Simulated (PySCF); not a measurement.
# C4H8F2OSi: what the fields show

```xyz
16

C    -2.2494   -0.3545    0.2648
C    -1.1601    0.6318    0.0206
F    -1.6248    1.9085   -0.1105
C     0.1405    0.3899   -0.0648
C     1.1002    1.5179   -0.2983
F     2.1246    1.1312   -1.1427
Si    0.8260   -1.3643    0.1438
O     2.4392   -1.3525    0.2356
H    -2.0923   -0.8739    1.2073
H    -3.2054    0.1622    0.2977
H    -2.2749   -1.0988   -0.5281
H     1.5811    1.8218    0.6395
H     0.6228    2.3840   -0.7662
H     0.4471   -1.9032    1.4444
H     0.3501   -2.1620   -0.9896
H     2.9677   -0.8291   -0.3650
```

Geometry: GFN2-xTB.

Method: PBE0/pcSseg-1, SCF density, gas phase, non-relativistic in PySCF 2.14.0.

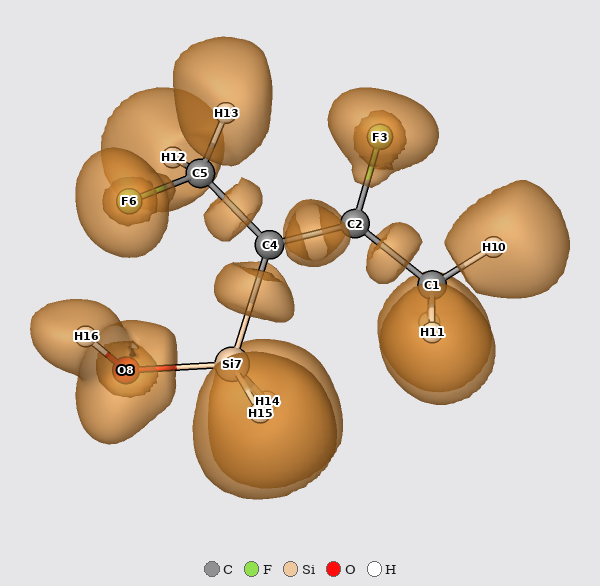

Figure 1. Isosurface of the ELF at 0.75 (orange), seen across its widest extent. Only the valence region is drawn (cores and ρ < 0.01 e/Å³ removed).

> Where are the electrons localised?

At this value the surface marks out three regions between bonded C–C atoms (shared pairs), one region between bonded C–Si atoms (shared pairs), seven regions around hydrogen nuclei, two regions on F in which the atom's valence shell and bonds are merged and one joined region spread over several atoms (H, O), in which their bonds and any lone pairs are merged.


C–C (1.33 Å): the ELF peaks at about 0.95 between the atoms; a short, multiple covalent bond. C–F (1.36 Å): the ELF peaks at about 0.85 between the atoms; a shared but strongly polarised pair.

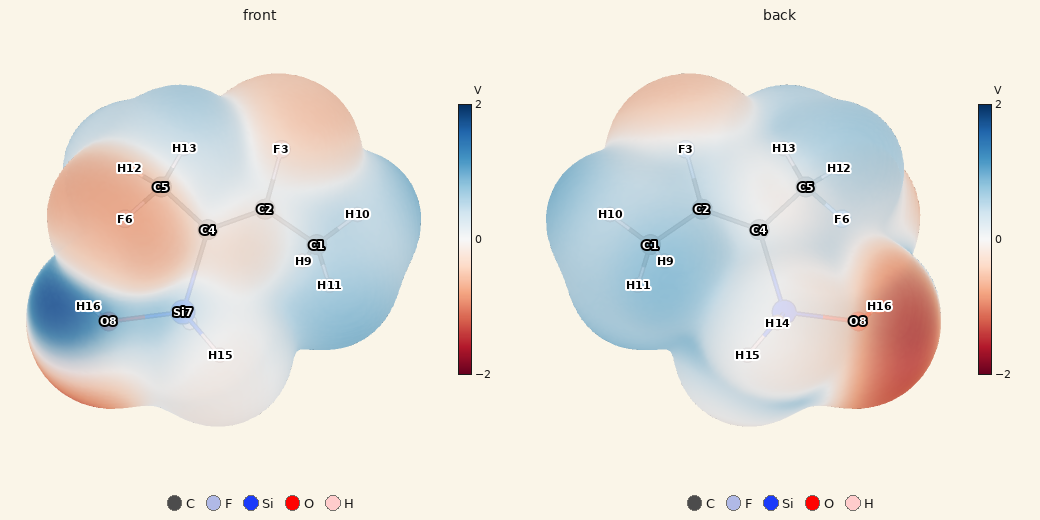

Figure 2. The molecular electrostatic potential painted on the density surface at 0.001 e/bohr³, seen from the front and from behind; the colour scale runs from red (negative) to blue (positive).

> Describe the electrostatic potential map.

The most negative region (about −1.3 V, or −30 kcal/mol for a unit charge) lies over O8, the most positive (about +1.5 V, or +35 kcal/mol for a unit charge) over H16. O8 is the likeliest acceptor of a hydrogen bond.

> How polar is the molecule by this calculation?

Its dipole moment is 1.60 D.

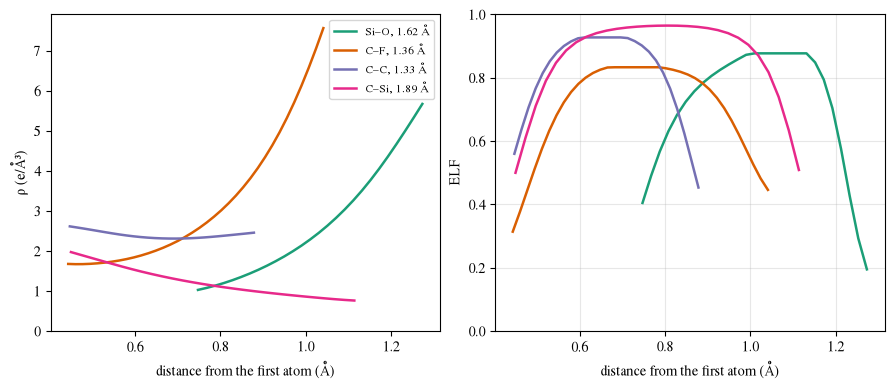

Figure 3. Total electron density and electron localisation function along straight lines between neighbouring atoms. The curves leave out the atomic cores.

> Compare the contacts.

Si–O (1.62 Å): the density is about 1.2 e/Å³ at the midpoint; the ELF peaks at about 0.90 between the atoms; a polar covalent bond.
C–F (1.36 Å): ρ at the midpoint is about 2.2 e/Å³, with its minimum of 1.7 e/Å³ about 0.5 Å from C; the ELF peaks at about 0.85 between the atoms; a shared but strongly polarised pair.
C–C (1.33 Å): ρ is about 2.3 e/Å³ halfway; the ELF peaks at about 0.95 between the atoms (a multiple bond).
C–Si (1.89 Å): ρ is about 0.92 e/Å³ halfway; the ELF peaks at about 0.95 between the atoms; localised, covalent bonding.
